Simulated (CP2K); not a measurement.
# CH3BSe2 (SMILES [Se]=CB[SeH]): a first try and a second

Aim: energy and forces of CH3BSe2 at PM3.

Program for the calculation: CP2K 2026.2.

1 further run of the same task is left out (it didn't finish).

### 1 The structure to begin with

CH3BSe2 has 7 atoms, charge 0, and is taken as a singlet. SMILES: `[Se]=CB[SeH]`. The shape comes from GFN2-xTB, which is rough for such elements, and wasn't checked as a minimum. This is one conformer, not always the lowest.

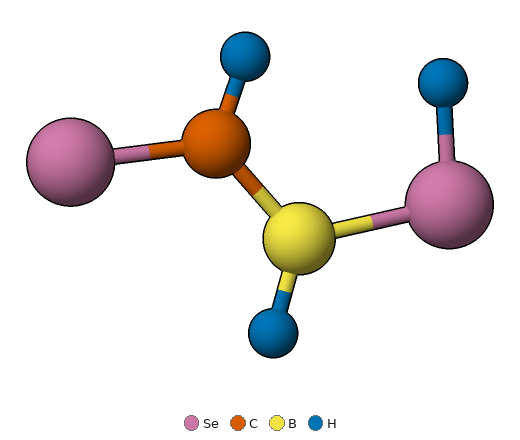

Viewed from a chosen angle; selenium pink, carbon orange, boron yellow, hydrogen blue.

### 2 Try one

Input file gas.inp:

```
&GLOBAL
    PROJECT gas
    RUN_TYPE ENERGY_FORCE
    PRINT_LEVEL MEDIUM
&END GLOBAL
&FORCE_EVAL
    METHOD Quickstep
    &DFT
        &QS
            METHOD PM3
            EPS_DEFAULT 1.0E-10
            &SE
                &COULOMB
                    CUTOFF [angstrom] 50
                    RC_RANGE [angstrom] 0
                &END COULOMB
                &EXCHANGE
                    CUTOFF [angstrom] 50
                    RC_RANGE [angstrom] 0
                &END EXCHANGE
            &END SE
        &END QS
        &POISSON
            PERIODIC NONE
            POISSON_SOLVER ANALYTIC
        &END POISSON
        &SCF
            SCF_GUESS ATOMIC
            EPS_SCF 1.0E-06
            MAX_SCF 44
            &OT
                MINIMIZER DIIS
                PRECONDITIONER FULL_SINGLE_INVERSE
            &END OT
            &OUTER_SCF
                EPS_SCF 1.0E-06
                MAX_SCF 2
            &END OUTER_SCF
        &END SCF
        &PRINT
            &MOMENTS
                PERIODIC F
                REFERENCE COM
                MAX_MOMENT 1
            &END MOMENTS
            &MO_CUBES
                NLUMO 5
                NHOMO -1
                WRITE_CUBE F
            &END MO_CUBES
            &HIRSHFELD OFF
            &END HIRSHFELD
        &END PRINT
    &END DFT
    &SUBSYS
        &CELL
            ABC 13.6 14.7 14.1
            PERIODIC NONE
        &END CELL
        &COORD
            Se    -3.166123     3.741336     0.688427
            C     -1.154547     1.276151    -0.372257
            B      0.623666    -0.257059     1.315627
            Se     2.480152    -2.975166    -0.057845
            H     -1.261600     0.854666    -2.387820
            H      0.876549     0.178220     3.464303
            H      1.601902    -2.818149    -2.650416
        &END COORD
        &TOPOLOGY
            &CENTER_COORDINATES
            &END CENTER_COORDINATES
        &END TOPOLOGY
    &END SUBSYS
    &PRINT
        &FORCES ON
        &END FORCES
    &END PRINT
&END FORCE_EVAL
```

Run with:

```console
$ OMP_NUM_THREADS=1 cp2k.psmp -i gas.inp > gas.out 2>&1
```

Log:

```text
CP2K| version string:                                       CP2K version 2026.2
[...]
 GLOBAL| Method name                                                        CP2K
[...]
 GLOBAL| Run type                                                   ENERGY_FORCE
[...]
                             - Atoms:                                          7
[...]
                             - Spherical basis functions:                     19
[...]
 Number of electrons:                                                         22
[...]
     1 OT DIIS     0.80E-01    0.0     0.31379058       -19.2907432962 -1.93E+01
[...]
    38 OT DIIS     0.80E-01    0.0     0.00000094       -21.3899350128 -3.05E-10
  *** SCF run converged in    38 steps ***
  Core-core repulsion energy [eV]:                            562.91478800227048
  Core Hamiltonian energy [eV]:                              -931.48327692831390
  Two-electron integral energy [eV]:                         -426.96248674730168
  Electronic energy [eV]:                                   -1144.96452030196474
  Total energy [eV]:                                         -582.04973229969426
  Atomic reference energy [eV]:                               612.89174615289073
  Heat of formation [kcal/mol]:                               711.23379204465050
[...]
 SE_DIPOLE| Moment [Debye]         -0.19390600      -0.54582968      -0.81386247
 SE_DIPOLE| Derivative [a.u.]       0.00000000       0.00000000       0.00000000
 *** WARNING in qs_scf_post_se.F:140 :: Printing of MO cube files not ***
 *** implemented for Semi-Empirical method.                           ***
 ENERGY| Total FORCE_EVAL ( QS ) energy [hartree]            -21.389935013034627
 FORCES| Atomic forces [hartree/bohr]
 FORCES|   Atom     x               y               z               |f|
 FORCES|      1  1.70919078E-02 -2.08445839E-02 -8.71489013E-03   2.83298306E-02
 FORCES|      2 -9.95944360E-03 -8.11932349E-03 -6.90921091E-02   7.02768345E-02
 FORCES|      3  5.16941851E-03  3.79914720E-03  2.98805806E-02   3.05615036E-02
 FORCES|      4 -3.26836582E-02  2.00555105E-02 -5.57082175E-02   6.76302485E-02
 FORCES|      5  5.07561600E-03  1.81340123E-02  8.85617859E-02   9.05416711E-02
 FORCES|      6 -5.99043960E-03 -9.18411992E-03 -4.76985547E-02   4.89426761E-02
 FORCES|      7  2.12965990E-02 -3.84064274E-03  6.27714051E-02   6.63968746E-02
 FORCES| Sum     8.32667268E-17 -1.63064007E-16  6.93889390E-17
 FORCES| Total atomic force                                       1.95801029E-16
[...]
```

Wall time 0.91 s (1 thread of Arm Neoverse V2, shared host).

### 3 Diagnosis

The run finished; that doesn't make the result usable.

The fault: numbers in bohr are read as ångström, which stretches the molecule by 1.89. As the program read them, the closest atoms are 2.06 Å apart, against 1.09 Å in the sound input.

### 4 The mended input

Input file job.inp:

```
&GLOBAL
    PROJECT job
    RUN_TYPE ENERGY_FORCE
    PRINT_LEVEL MEDIUM
&END GLOBAL
&FORCE_EVAL
    METHOD Quickstep
    &DFT
        &QS
            METHOD PM3
            EPS_DEFAULT 1.0E-10
            &SE
                &COULOMB
                    CUTOFF [angstrom] 50
                    RC_RANGE [angstrom] 0
                &END COULOMB
                &EXCHANGE
                    CUTOFF [angstrom] 50
                    RC_RANGE [angstrom] 0
                &END EXCHANGE
            &END SE
        &END QS
        &POISSON
            PERIODIC NONE
            POISSON_SOLVER ANALYTIC
        &END POISSON
        &SCF
            SCF_GUESS ATOMIC
            EPS_SCF 1.0E-06
            MAX_SCF 30
            &OT
                MINIMIZER DIIS
                PRECONDITIONER FULL_SINGLE_INVERSE
            &END OT
            &OUTER_SCF
                EPS_SCF 1.0E-06
                MAX_SCF 10
            &END OUTER_SCF
        &END SCF
        &PRINT
            &MOMENTS
                PERIODIC F
                REFERENCE COM
                MAX_MOMENT 1
            &END MOMENTS
            &MO_CUBES
                NLUMO 5
                NHOMO -1
                WRITE_CUBE F
            &END MO_CUBES
            &HIRSHFELD OFF
            &END HIRSHFELD
        &END PRINT
    &END DFT
    &SUBSYS
        &CELL
            ABC 11 11.6 11.2
            PERIODIC NONE
        &END CELL
        &COORD
            UNIT bohr
            Se    -3.1661227     3.7413365     0.6884272
            C     -1.1545471     1.2761509    -0.3722571
            B      0.6236663    -0.2570594     1.3156273
            Se     2.4801522    -2.9751659    -0.0578445
            H     -1.2616001     0.8546664    -2.3878201
            H      0.8765495     0.1782201     3.4643026
            H      1.6019019    -2.8181486    -2.6504165
        &END COORD
        &TOPOLOGY
            &CENTER_COORDINATES
            &END CENTER_COORDINATES
        &END TOPOLOGY
    &END SUBSYS
    &PRINT
        &FORCES ON
        &END FORCES
    &END PRINT
&END FORCE_EVAL
```

Run with:

```console
$ OMP_NUM_THREADS=1 cp2k.psmp -i job.inp -o job.out
```

Log:

```text
CP2K| version string:                                       CP2K version 2026.2
[...]
 GLOBAL| Method name                                                        CP2K
[...]
 GLOBAL| Run type                                                   ENERGY_FORCE
[...]
                             - Atoms:                                          7
[...]
                             - Spherical basis functions:                     19
[...]
 Number of electrons:                                                         22
[...]
     1 OT DIIS     0.80E-01    0.0     0.28938375       -19.2652107506 -1.93E+01
[...]
    24 OT DIIS     0.80E-01    0.0     0.00000089       -22.4182934260 -8.48E-11
  *** SCF run converged in    24 steps ***
  Core-core repulsion energy [eV]:                            939.41253353721947
  Core Hamiltonian energy [eV]:                              -953.34048668776632
  Two-electron integral energy [eV]:                        -1192.20966934438297
  Electronic energy [eV]:                                   -1549.44532135995769
  Total energy [eV]:                                         -610.03278782273833
  Atomic reference energy [eV]:                               612.89174615289073
  Heat of formation [kcal/mol]:                                65.92915054543953
[...]
 SE_DIPOLE| Moment [Debye]         -0.09212543       0.26405764       0.95172487
 SE_DIPOLE| Derivative [a.u.]       0.00000000       0.00000000       0.00000000
 *** WARNING in qs_scf_post_se.F:140 :: Printing of MO cube files not ***
 *** implemented for Semi-Empirical method.                           ***
 ENERGY| Total FORCE_EVAL ( QS ) energy [hartree]            -22.418293426056742
 FORCES| Atomic forces [hartree/bohr]
 FORCES|   Atom     x               y               z               |f|
 FORCES|      1  2.40307375E-02 -2.77966266E-02 -6.07509828E-03   3.72429270E-02
 FORCES|      2 -2.24491974E-02  2.66901208E-02  1.21654636E-02   3.69368044E-02
 FORCES|      3 -1.28756109E-02  9.48663527E-03 -1.63629703E-02   2.28806556E-02
 FORCES|      4  3.71784234E-03 -3.62125317E-03  3.11001130E-03   6.05045424E-03
 FORCES|      5  5.78391615E-03 -5.54328633E-03  4.06433029E-05   8.01145188E-03
 FORCES|      6  2.96780278E-03  1.18497459E-04  9.27287528E-03   9.73694567E-03
 FORCES|      7 -1.17549034E-03  6.65912556E-04 -2.15092485E-03   2.54001866E-03
 FORCES| Sum     1.24900090E-16 -1.57859836E-16 -1.11022302E-16
 FORCES| Total atomic force                                       2.29881953E-16
[...]
```

It took 0.48 s on 1 thread of Arm Neoverse V2, shared host.

### 5 Results

At PM3:

| quantity | value |
| --- | --- |
| total energy | -22.41829 Eh |
| dipole moment | 0.99 D |
| heat of formation at this unrelaxed shape | 65.9 kcal/mol |
| largest force on an atom | 1.915 eV/Å |

What this shows: The first attempt's energy was +27.983 eV off this one. The largest force is 1.92 eV/Å: the shape isn't a stationary point for this species at this level.
